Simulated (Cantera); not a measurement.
Feed: 1 mol MgCO3, 1.9 mol H2O, at 93.0 Pa.

These are equilibrium values from Cantera (NASA tables, ideal gas, pure condensed phases), not measurements of a reactor. Candidate condensed phases: C, C6H6, C7H8, C8H18, H2O, Mg, MgCO3, MgO, Mg(OH)2; 116 gas species. Kinetics and transport are ignored.

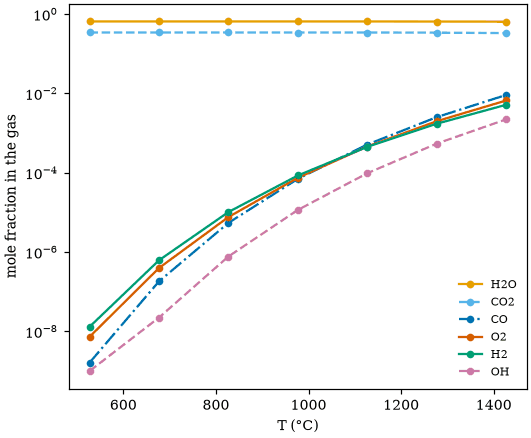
*Equilibrium gas composition (values under 1e-9 drawn at 1e-9)*

Question: Read off the mole fractions at 677 °C.

Answer: H2O about 0.66, CO2 about 0.34, H2 about 6.2e-7, O2 about 4.0e-7, CO about 1.8e-7, OH about 2.2e-8.
